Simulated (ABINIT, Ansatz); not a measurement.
# InH3 (Pm-3m): zone-centre phonons, part 3 of 3

Aim: the zone-centre modes of InH3 (Pm-3m).

ABINIT 10.8.3; DFT LDA, scalar-relativistic, plane waves, HGH norm-conserving pseudopotentials.

So far. Step 3 (Ground state): The cell stands at -0.58 GPa: the relaxation ran with a smoothed and higher cutoff, and the difference is a stress of the finite basis. Step 4 (Zone-centre response): The acoustic modes at Γ come out as far as 0.7 cm⁻¹ from zero, where they should vanish, a small numerical error. The relaxed cell has a = 3.712 Å (conventional setting).

The structure was built from a prototype and need not be the compound's stable phase.

## 5. Modes with the sum rule

anaddb reads the merged derivatives and imposes the acoustic sum rule.

anaddb.abi

```
ddb_filepath "gamma_DDB"
output_file "anaddb.abo"
outdata_prefix "anaddb"
asr 1
chneut 1
enunit 2
eivec 1
nph1l 1
qph1l 0.0 0.0 0.0 1.0
```

mrgddb.in

```
gamma_DDB
merged
2
dfpt_gammao_DDB
gso_DDB
```

On the command line:

```bash
$ mrgddb < mrgddb.in > mrgddb.log
$ OMP_NUM_THREADS=1 anaddb anaddb.abi > anaddb.log
```

anaddb.abo, the main output file:

```text
-outvars_anaddb: echo values of input variables ----------------------

 Miscellaneous information :
      enunit         2
       eivec         1
         asr         1
 First list of wavevector (reduced coord.) :
       nph1l         1
       qph1l
                     0.00000000E+00  0.00000000E+00  0.00000000E+00    1.000E+00

================================================================================

 read the DDB information and perform some checks

  ==== Info on the Cryst% object ====
 Real(R)+Recip(G) space primitive vectors, cartesian coordinates (Bohr,Bohr^-1):
 R(1)=  7.0146186  0.0000000  0.0000000  G(1)=  0.1425594  0.0000000  0.0000000
 R(2)=  0.0000000  7.0146186  0.0000000  G(2)=  0.0000000  0.1425594  0.0000000
 R(3)=  0.0000000  0.0000000  7.0146186  G(3)=  0.0000000  0.0000000  0.1425594
 Unit cell volume ucvol=  3.4515343E+02 bohr^3
 Angles (23,13,12)=  9.00000000E+01  9.00000000E+01  9.00000000E+01 degrees
 Time-reversal symmetry is present
 Reduced atomic positions [iatom, xred, symbol]:
    1)    0.0000000  0.0000000  0.0000000  In
    2)    0.5000000  0.0000000  0.0000000   H
    3)    0.0000000  0.5000000  0.0000000   H
    4)    0.0000000  0.0000000  0.5000000   H

 DDB file with 3 blocks has been read.

================================================================================

 Treat the first list of vectors

  Phonon wavevector (reduced coordinates) :  0.00000  0.00000  0.00000
 Phonon energies in Hartree :
   0.000000E+00  0.000000E+00  0.000000E+00  1.174390E-03  1.174390E-03
   1.174390E-03  1.892478E-03  1.892478E-03  1.892478E-03  6.946238E-03
   6.946238E-03  6.946238E-03
 Phonon energies in meV     :
-  0.000000E+00  0.000000E+00  0.000000E+00  3.195677E+01  3.195677E+01
-  3.195677E+01  5.149696E+01  5.149696E+01  5.149696E+01  1.890168E+02
-  1.890168E+02  1.890168E+02
 Phonon frequencies in cm-1    :
-  0.000000E+00  0.000000E+00  0.000000E+00  2.577487E+02  2.577487E+02
-  2.577487E+02  4.153510E+02  4.153510E+02  4.153510E+02  1.524523E+03
-  1.524523E+03  1.524523E+03
 Phonon frequencies in Thz     :
-  0.000000E+00  0.000000E+00  0.000000E+00  7.727112E+00  7.727112E+00
-  7.727112E+00  1.245191E+01  1.245191E+01  1.245191E+01  4.570405E+01
-  4.570405E+01  4.570405E+01
 Phonon energies in Kelvin  :
-  0.000000E+00  0.000000E+00  0.000000E+00  3.708429E+02  3.708429E+02
-  3.708429E+02  5.975974E+02  5.975974E+02  5.975974E+02  2.193449E+03
-  2.193449E+03  2.193449E+03

 Eigendisplacements
 (will be given, for each mode : in cartesian coordinates
   for each atom the real part of the displacement vector,
   then the imaginary part of the displacement vector - absolute values smaller than 1.0d-7 are set to zero)
  Mode number    1   Energy    0.000000E+00
 Attention : low frequency mode.
   (Could be unstable or acoustic mode)
-  1  0.00000000E+00  0.00000000E+00 -2.15757819E-03
-     0.00000000E+00  0.00000000E+00  0.00000000E+00
-  2  0.00000000E+00  0.00000000E+00 -2.15757824E-03
-     0.00000000E+00  0.00000000E+00  0.00000000E+00
-  3  0.00000000E+00  0.00000000E+00 -2.15757824E-03
-     0.00000000E+00  0.00000000E+00  0.00000000E+00
-  4  0.00000000E+00  0.00000000E+00 -2.15757822E-03
-     0.00000000E+00  0.00000000E+00  0.00000000E+00
  Mode number    2   Energy    0.000000E+00
 Attention : low frequency mode.
   (Could be unstable or acoustic mode)
-  1  5.72347035E-07 -2.15757811E-03  0.00000000E+00
-     0.00000000E+00  0.00000000E+00  0.00000000E+00
-  2  5.72347043E-07 -2.15757816E-03  0.00000000E+00
-     0.00000000E+00  0.00000000E+00  0.00000000E+00
-  3  5.72347049E-07 -2.15757814E-03  0.00000000E+00
-     0.00000000E+00  0.00000000E+00  0.00000000E+00
-  4  5.72347049E-07 -2.15757816E-03  0.00000000E+00
-     0.00000000E+00  0.00000000E+00  0.00000000E+00
  Mode number    3   Energy    0.000000E+00
 Attention : low frequency mode.
   (Could be unstable or acoustic mode)
-  1  2.15757811E-03  5.72347011E-07  0.00000000E+00
-     0.00000000E+00  0.00000000E+00  0.00000000E+00
-  2  2.15757814E-03  5.72347025E-07  0.00000000E+00
-     0.00000000E+00  0.00000000E+00  0.00000000E+00
-  3  2.15757816E-03  5.72347019E-07  0.00000000E+00
-     0.00000000E+00  0.00000000E+00  0.00000000E+00
-  4  2.15757816E-03  5.72347025E-07  0.00000000E+00
-     0.00000000E+00  0.00000000E+00  0.00000000E+00
  Mode number    4   Energy    1.174390E-03
-  1  0.00000000E+00  0.00000000E+00  3.28603496E-04
-     0.00000000E+00  0.00000000E+00  0.00000000E+00
-  2  0.00000000E+00  1.36564156E-06 -1.57660544E-02
-     0.00000000E+00  0.00000000E+00  0.00000000E+00
-  3  0.00000000E+00  5.11132889E-07 -1.57660544E-02
-     0.00000000E+00  0.00000000E+00  0.00000000E+00
-  4  0.00000000E+00  1.36564156E-06 -5.90092539E-03
-     0.00000000E+00  0.00000000E+00  0.00000000E+00
  Mode number    5   Energy    1.174390E-03
-  1  0.00000000E+00  3.28603496E-04  0.00000000E+00
-     0.00000000E+00  0.00000000E+00  0.00000000E+00
-  2  0.00000000E+00 -1.57660544E-02 -1.36564107E-06
-     0.00000000E+00  0.00000000E+00  0.00000000E+00
-  3 -1.36522719E-07 -5.90092539E-03 -1.36564107E-06
-     0.00000000E+00  0.00000000E+00  0.00000000E+00
-  4 -1.36522719E-07 -1.57660544E-02 -5.11132706E-07
-     0.00000000E+00  0.00000000E+00  0.00000000E+00
  Mode number    6   Energy    1.174390E-03
-  1  3.28603497E-04  0.00000000E+00  0.00000000E+00
-     0.00000000E+00  0.00000000E+00  0.00000000E+00
-  2 -5.90092541E-03  1.36517824E-07  0.00000000E+00
-     0.00000000E+00  0.00000000E+00  0.00000000E+00
-  3 -1.57660545E-02  0.00000000E+00  0.00000000E+00
-     0.00000000E+00  0.00000000E+00  0.00000000E+00
-  4 -1.57660545E-02  1.36517824E-07  0.00000000E+00
-     0.00000000E+00  0.00000000E+00  0.00000000E+00
  Mode number    7   Energy    1.892478E-03
-  1  0.00000000E+00  0.00000000E+00  0.00000000E+00
-     0.00000000E+00  0.00000000E+00  0.00000000E+00
-  2  0.00000000E+00  2.68738893E-06  1.64963402E-02
-     0.00000000E+00  0.00000000E+00  0.00000000E+00
-  3  0.00000000E+00  0.00000000E+00 -1.64963402E-02
-     0.00000000E+00  0.00000000E+00  0.00000000E+00
-  4  0.00000000E+00 -2.68738893E-06  0.00000000E+00
-     0.00000000E+00  0.00000000E+00  0.00000000E+00
  Mode number    8   Energy    1.892478E-03
-  1  0.00000000E+00  0.00000000E+00  0.00000000E+00
-     0.00000000E+00  0.00000000E+00  0.00000000E+00
-  2  0.00000000E+00  1.64963402E-02 -2.68739332E-06
-     0.00000000E+00  0.00000000E+00  0.00000000E+00
-  3  1.34828151E-06  0.00000000E+00  2.68739332E-06
-     0.00000000E+00  0.00000000E+00  0.00000000E+00
-  4 -1.34828151E-06 -1.64963402E-02  0.00000000E+00
-     0.00000000E+00  0.00000000E+00  0.00000000E+00
  Mode number    9   Energy    1.892478E-03
-  1  0.00000000E+00  0.00000000E+00  0.00000000E+00
-     0.00000000E+00  0.00000000E+00  0.00000000E+00
-  2  0.00000000E+00  1.34829025E-06  0.00000000E+00
-     0.00000000E+00  0.00000000E+00  0.00000000E+00
-  3 -1.64963404E-02  0.00000000E+00  0.00000000E+00
-     0.00000000E+00  0.00000000E+00  0.00000000E+00
-  4  1.64963404E-02 -1.34829025E-06  0.00000000E+00
-     0.00000000E+00  0.00000000E+00  0.00000000E+00
  Mode number   10   Energy    6.946238E-03
-  1  0.00000000E+00  0.00000000E+00  1.20889972E-04
-     0.00000000E+00  0.00000000E+00  0.00000000E+00
-  2  0.00000000E+00  0.00000000E+00  4.34806045E-03
-     0.00000000E+00  0.00000000E+00  0.00000000E+00
-  3  0.00000000E+00  0.00000000E+00  4.34806045E-03
-     0.00000000E+00  0.00000000E+00  0.00000000E+00
-  4  0.00000000E+00  0.00000000E+00 -2.24673637E-02
-     0.00000000E+00  0.00000000E+00  0.00000000E+00
  Mode number   11   Energy    6.946238E-03
-  1  0.00000000E+00 -1.20889972E-04  0.00000000E+00
-     0.00000000E+00  0.00000000E+00  0.00000000E+00
-  2 -1.07390174E-07 -4.34806045E-03  0.00000000E+00
-     0.00000000E+00  0.00000000E+00  0.00000000E+00
-  3  0.00000000E+00  2.24673637E-02  0.00000000E+00
-     0.00000000E+00  0.00000000E+00  0.00000000E+00
-  4  0.00000000E+00 -4.34806045E-03  0.00000000E+00
-     0.00000000E+00  0.00000000E+00  0.00000000E+00
  Mode number   12   Energy    6.946238E-03
-  1  1.20889972E-04  0.00000000E+00  0.00000000E+00
-     0.00000000E+00  0.00000000E+00  0.00000000E+00
-  2 -2.24673637E-02  0.00000000E+00  0.00000000E+00
-     0.00000000E+00  0.00000000E+00  0.00000000E+00
-  3  4.34806045E-03 -1.07390174E-07  0.00000000E+00
-     0.00000000E+00  0.00000000E+00  0.00000000E+00
-  4  4.34806045E-03  0.00000000E+00  0.00000000E+00
-     0.00000000E+00  0.00000000E+00  0.00000000E+00

 Analysis of degeneracies and characters (maximum tolerance=1.00E-06 a.u.)
 For each vibration mode, or group of modes if degenerate,
 the characters are given for each symmetry operation (see the list in the log file).
 Symmetry characters of vibration mode #   1
       degenerate with vibration modes #   2 to    3
  3.0 -3.0 -1.0  1.0 -1.0  1.0 -1.0  1.0  1.0 -1.0 -1.0  1.0  1.0 -1.0 -1.0  1.0
  0.0 -0.0  0.0 -0.0 -0.0  0.0 -0.0  0.0  1.0 -1.0 -1.0  1.0 -1.0  1.0  1.0 -1.0
  0.0 -0.0 -0.0  0.0 -0.0  0.0  0.0 -0.0  1.0 -1.0  1.0 -1.0 -1.0  1.0 -1.0  1.0
 Symmetry characters of vibration mode #   4
       degenerate with vibration modes #   5 to    6
  3.0 -3.0 -1.0  1.0 -1.0  1.0 -1.0  1.0  1.0 -1.0 -1.0  1.0  1.0 -1.0 -1.0  1.0
  0.0 -0.0  0.0 -0.0 -0.0  0.0 -0.0  0.0  1.0 -1.0 -1.0  1.0 -1.0  1.0  1.0 -1.0
  0.0 -0.0 -0.0  0.0 -0.0  0.0  0.0 -0.0  1.0 -1.0  1.0 -1.0 -1.0  1.0 -1.0  1.0
 Symmetry characters of vibration mode #   7
       degenerate with vibration modes #   8 to    9
  3.0 -3.0 -1.0  1.0 -1.0  1.0 -1.0  1.0 -1.0  1.0  1.0 -1.0 -1.0  1.0  1.0 -1.0
 -0.0  0.0  0.0 -0.0 -0.0  0.0 -0.0  0.0 -1.0  1.0  1.0 -1.0  1.0 -1.0 -1.0  1.0
 -0.0  0.0 -0.0  0.0 -0.0  0.0  0.0 -0.0 -1.0  1.0 -1.0  1.0  1.0 -1.0  1.0 -1.0
 Symmetry characters of vibration mode #  10
       degenerate with vibration modes #  11 to   12
  3.0 -3.0 -1.0  1.0 -1.0  1.0 -1.0  1.0  1.0 -1.0 -1.0  1.0  1.0 -1.0 -1.0  1.0
 -0.0  0.0  0.0 -0.0 -0.0  0.0  0.0 -0.0  1.0 -1.0 -1.0  1.0 -1.0  1.0  1.0 -1.0
 -0.0  0.0 -0.0  0.0  0.0 -0.0  0.0 -0.0  1.0 -1.0  1.0 -1.0 -1.0  1.0 -1.0  1.0
-
```

The job ended after 0.55 s (1 thread of Arm Neoverse N1, shared host).

This step gave:

```
lowest optical zone-centre mode : 257.8 cm⁻¹
```

No LO-TO term; unit eigenvectors of the mass-weighted matrix, from anaddb's displacements. The modes at Γ (shares of kinetic energy by element, %):

| mode | frequency (cm⁻¹) | symmetry | In % | H % |
| --- | --- | --- | --- | --- |
| 1 | 0.0 | acoustic | 97 | 3 |
| 2 | 0.0 | acoustic | 97 | 3 |
| 3 | 0.0 | acoustic | 97 | 3 |
| 4 | 257.7 | T1u | 2 | 98 |
| 5 | 257.7 | T1u | 2 | 98 |
| 6 | 257.7 | T1u | 2 | 98 |
| 7 | 415.4 | T2u | 0 | 100 |
| 8 | 415.4 | T2u | 0 | 100 |
| 9 | 415.4 | T2u | 0 | 100 |
| 10 | 1524.5 | T1u | 0 | 100 |
| 11 | 1524.5 | T1u | 0 | 100 |
| 12 | 1524.5 | T1u | 0 | 100 |

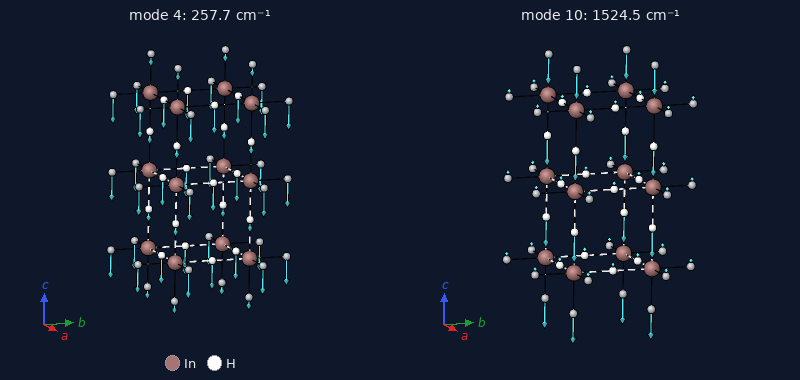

Displacement patterns of modes 4 and 10 at Γ; arrows are exaggerated. 1×1×2 cells are drawn. Some periodic images of atoms are drawn too.

The rule moves no optical mode by more than 0.1 cm⁻¹.

## 6. Cross-check with Ansatz

The same cell goes through another code, with its own cutoff. The potentials differ.

This step: DFT LDA, scalar-relativistic, plane waves, PseudoDojo norm-conserving pseudopotentials (Ansatz 0.2.0).

input.yaml

```yaml
crystal:
  lattice:
    - [3.7119763128, 0.0, 0.0]
    - [0.0, 3.7119763128, 0.0]
    - [0.0, 0.0, 3.7119763128]
  atoms:
    - { symbol: In, position: [0.0, 0.0, 0.0] }
    - { symbol: H, position: [0.5, 0.0, 0.0] }
    - { symbol: H, position: [0.0, 0.5, 0.0] }
    - { symbol: H, position: [0.0, 0.0, 0.5] }
kpoints:
  mp_grid: { grid: [8, 8, 8] }
hamiltonian:
  xc: lda
  pseudopotentials: { kind: nc, accuracy: standard }
scf:
  occupations: { method: fermi_dirac, width: 0.27211 }
output:
  eigenvalues: true
phonons:
  method: dfpt
```

On the command line:

```bash
$ ansatz run input.yaml --threads 2 --pin off --max-ram 4096MiB --backend cpu --events-out ev --progress --plain --runs-dir out
```

The log of the run:

```text
band count auto-derived: 13 (N_el = 16.0; filled up to band 8; 12 by the electrons, moments and atoms)
zone centre: on kpoints.mp_grid the ground state, and the responses unless they are solved on pairs of k-points, stand on 125 of the mesh's 512 k-points, reduced under 8 symmetry operations, with k and −k counted as one. Each operation leaves every solved displacement unchanged or reverses it
Engine: ansatz 0.2.0, aarch64-unknown-linux-gnu
Pseudopotentials: kind: nc
Pseudopotential: In, nc, valence charge 13, recommended cutoff 952.398519 eV (normal), In.nc.azcp (PseudoDojo's, or run here from an input of PseudoDojo's; its table is named by hamiltonian.pseudopotentials.accuracy)
Pseudopotential: H, nc, valence charge 1, recommended cutoff 1006.821291 eV (normal), H.nc.azcp (PseudoDojo's, or run here from an input of PseudoDojo's; its table is named by hamiltonian.pseudopotentials.accuracy)
Functional definition: SPW92
  exchange = slater_x
  correlation = pw_c
Crystal: 4 atoms, lattice volume = 51.146 Å³
Basis set: ecut = 1006.821291 eV, 3743 PW (Γ), exchange–correlation on 80×80×80 points (8 copies of the dense FFT grid, shifted against one another)
Bands: 13, of which v1, the nominal top of the filled ones, is band 8 counted from 1 (7 counted from 0)
Symmetry: 48 space group operations
k-points: 125 of 512 (irreducible under 8 space group operations)
Non-local potential: In, projectors of the file, l = 0: 2, l = 1: 2, l = 2: 2
Non-local potential: H, projectors of the file, l = 0: 2, l = 1: 1
Initial density: superposition of atomic densities (chi_scale 0.1, normalization cell, long waves kept (reshape's long-wave potential 0.00 eV rms))
Initial wavefunctions: pseudopotential atomic-orbital guess
Functional: x = slater, c = lda
SCF iter   1: F=—  HF=-1849.057865 eV  |F-HF|=—  |Δ(HF+E_count)|=         —  Δρ=6.57e-2  dr2=2.02e0  ethr=3.10e-3  ⟨swp⟩=5.7  Hψ=9436  notcnv=0
preconditioner: auto → none  [metal: Δε(μ)=0.034 eV  Ē_g=16.466 eV  σ=0.272 eV  W_gap=0.03  n_scr=6 (ndim 8)  ℏωp=20.8 eV  f_vac=0.017  D(μ)=0.28/eV (n_scr^D=0)  sad-step TF]
SCF iter   2: F=—  HF=-1848.511299 eV  |F-HF|=—  |Δ(HF+E_count)|=   5.47e-1  Δρ=3.39e-2  dr2=5.99e-1  ethr=3.10e-3  ⟨swp⟩=2.5  Hψ=3419  notcnv=0
SCF iter   3: F=—  HF=-1848.302997 eV  |F-HF|=—  |Δ(HF+E_count)|=   2.08e-1  Δρ=3.91e-3  dr2=5.37e-3  ethr=3.10e-3  ⟨swp⟩=2.1  Hψ=2531  notcnv=0
SCF iter   4: F=—  HF=-1848.304852 eV  |F-HF|=—  |Δ(HF+E_count)|=   1.86e-3  Δρ=2.06e-3  dr2=1.24e-3  ethr=3.36e-5  ⟨swp⟩=2.1  Hψ=2702  notcnv=0
SCF iter   5: F=—  HF=-1848.304583 eV  |F-HF|=—  |Δ(HF+E_count)|=   2.69e-4  Δρ=6.97e-4  dr2=1.82e-4  ethr=7.74e-6  ⟨swp⟩=2.7  Hψ=2726  notcnv=0
SCF iter   6: F=—  HF=-1848.304543 eV  |F-HF|=—  |Δ(HF+E_count)|=   3.95e-5  Δρ=1.42e-4  dr2=8.86e-6  ethr=1.14e-6  ⟨swp⟩=2.6  Hψ=2736  notcnv=0
SCF iter   7: F=—  HF=-1848.304547 eV  |F-HF|=—  |Δ(HF+E_count)|=   3.81e-6  Δρ=1.71e-5  dr2=1.31e-7  ethr=5.53e-8  ⟨swp⟩=2.9  Hψ=2911  notcnv=0
SCF iter   8: F=—  HF=-1848.304548 eV  |F-HF|=—  |Δ(HF+E_count)|=   4.24e-7  Δρ=2.06e-6  dr2=1.95e-9  ethr=8.16e-10  ⟨swp⟩=3.3  Hψ=3275  notcnv=0
SCF iter   9: F=—  HF=-1848.304548 eV  |F-HF|=—  |Δ(HF+E_count)|=  4.71e-11  Δρ=1.52e-7  dr2=1.06e-11  ethr=1.22e-11  ⟨swp⟩=3.0  Hψ=3152  notcnv=0
SCF iter  10: F=-1848.304548 eV  HF=-1848.304548 eV  |F-HF|=4.55e-13  |Δ(HF+E_count)|=  8.19e-12  Δρ=2.55e-8  dr2=1.68e-13  ethr=1.00e-12  ⟨swp⟩=10.7  Hψ=11277  notcnv=0
SCF 1 converged in 10 iterations: F = -1848.304548 eV  dr2 = 1.68e-13
DFPT response loops at Γ: preconditioner auto → Kerker (q_TF=auto, 2.248 Å⁻¹) (partly filled bands, converged f_vac=0.130); β = 1.00, the filter's whole step (`scf.mixing.beta` (0.50) is not read by the response loops under this deck's `scf.mixing.preconditioner`; to damp them name `kerker` or `kerker_dos`, under which they read `scf.mixing.beta`, and type it under 1.00, their step now; both keys bind the ground state too); Broyden in place of MSR1
SCF converged after 10 iterations
Free energy (F): -1848.304548 eV
Harris-Foulkes:  -1848.304548 eV  (|F-HF|=4.55e-13)
Internal energy: -1848.213284 eV  (E = F + TS)
E sigma→0 (E₀):  -1848.258916 eV
Entropy (-TS):   -0.091263 eV (-22.816 meV/atom)
Fermi energy:    3.843066 eV
--- Per-component energies (eV) ---
  E_band       = -110.447467
  E_kinetic    = 1179.472420
  E_local      = -1642.299920  (includes V_loc(G=0)·N_el)
  E_nonlocal   = -408.818894
  E_hartree    = 555.888046
  E_xc         = -564.598205
  E_vxc        = -350.577150  (∫ρ·V_xc dr)
  E_ewald      = -967.856731
  E_smearing   = -0.091263  (= −TS)
  E_closure    = -0.000000  (closes the sum)
  Σ components = -1848.304548   (vs F -1848.304548, Δ=0.00e0)
--- Band table (eV; the first three rows and the last of 125) ---
  k-point 0: bands = [... 4 lower, -10.4205, -5.8351, 4.0131, 4.0131, 7.4494, 7.4494, 7.4494, 10.7690, ... 1 higher]
  k-point 1: bands = [... 4 lower, -10.4201, -5.6904, 2.9075, 4.0537, 7.5949, 7.5949, 8.0326, 11.5460, ... 1 higher]
  k-point 2: bands = [... 4 lower, -10.4189, -5.2582, 1.0154, 4.1559, 7.9904, 7.9904, 8.7092, 13.1540, ... 1 higher]
  k-point 124: bands = [... 4 lower, -10.5082, -0.4482, -0.4482, -0.4482, 1.3623, 8.9250, 8.9250, 8.9250, ... 1 higher]
--- Phonons (Γ-DFPT): 3 representative perturbations + reference, on 125 of 512 k-points (Σ response iterations 9) ---
  k mesh reduced under 8 symmetry operations, with k and −k counted as one. Each operation leaves every solved displacement unchanged or reverses it
  ASR residual: 4.953e-5 → 0.000e0 eV/Å²; symmetrization residual: 3.163e-6 eV/Å²
  ASR residual per site (eV/Å²): 4.95e-5 8.82e-6 8.82e-6 8.82e-6
  Γ frequencies (cm⁻¹): 0.00 0.00 0.00 285.44 285.44 285.44 359.40 359.40 359.40 1713.44 1713.44 1713.44
  non-analytic LO–TO correction: not included (Born effective charges unavailable; polar crystals: no LO–TO splitting at Γ)
```

It took 69 s on 2 threads; peak memory 0.86 GiB.

Numbers from this step:

```yaml
sum_rule_residual_before_enforcement: 4.95e-5 eV/Å²
highest_optical_zone_centre_mode_no_lo_to_term: 1713 cm⁻¹
lowest_optical_zone_centre_mode: 285.4 cm⁻¹
```

## 7. Side by side: ABINIT HGH and Ansatz, PseudoDojo

Worked out from the results:

```
root-mean-square difference : 114.9 cm⁻¹
largest difference          : 188.9 cm⁻¹
```

Optical modes, paired by symmetry label. Frequencies side by side, by row:

| q (reciprocal lattice) | mode | ABINIT HGH (cm⁻¹) | Ansatz, PseudoDojo (cm⁻¹) |
| --- | --- | --- | --- |
| 0 0 0 | 4 | 257.7 | 285.4 |
| 0 0 0 | 5 | 257.7 | 285.4 |
| 0 0 0 | 6 | 257.7 | 285.4 |
| 0 0 0 | 7 | 415.4 | 359.4 |
| 0 0 0 | 8 | 415.4 | 359.4 |
| 0 0 0 | 9 | 415.4 | 359.4 |
| 0 0 0 | 10 | 1524 | 1713 |
| 0 0 0 | 11 | 1524 | 1713 |
| 0 0 0 | 12 | 1524 | 1713 |

At the zone centre the largest difference (acoustic modes at Γ apart) is 12 % of the highest mode.

## 8. Outcome

```json
{
 "space group after relaxation": "Pm-3m",
 "volume per atom": "12.8 Å³",
 "highest optical zone-centre mode (no LO-TO term)": "1525 cm⁻¹",
 "lowest optical zone-centre mode": "257.8 cm⁻¹",
 "imaginary optical modes at the zone centre (no q mesh in this session)": "none",
 "largest difference from Ansatz, PseudoDojo": "188.9 cm⁻¹"
}
```

**Reading.** At the LDA level the optical modes of InH3 (Pm-3m) at the zone centre run from 258 to 1525 cm⁻¹. On other potentials, and in a cell that was not relaxed for them, the second run differs strongly on some modes. The base run prints -0.58 GPa, mostly the error of a finite basis; the relaxation, with a smoothed and higher cutoff, had brought the cell to rest. ABINIT HGH and Ansatz, PseudoDojo differ by 114.9 cm⁻¹ in the root mean square and by 188.9 cm⁻¹ at most, 12.4 % of the highest mode compared (acoustic modes at Γ left out); the two use different potentials, and the cell was not relaxed for the second set. These are harmonic frequencies: anharmonic shifts and widths and the lattice's thermal expansion are left out. The Fermi-Dirac smearing of 0.01 Ha is an electronic temperature of 3158 K, which adds a pressure of its own and can shift the volume and soft modes. The HGH files keep few electrons and have no core correction, which is cheap but rough for In. In a metal the frequencies hang on the k mesh and the smearing, most of all near Kohn anomalies. The structure is a hypothetical one, built on a prototype.

[Host names and launcher messages were left out of these logs when they were recorded.]

[Logs are printed without paths, hosts, clocks, repeated set-up lines and the standing remarks that a program may print on its own settings, such as how far it seeks lower states.]

[Hosts, paths, dates, database ids (printed as entryN), source tags and the programs' standing remarks are cut or masked in the printed files.]
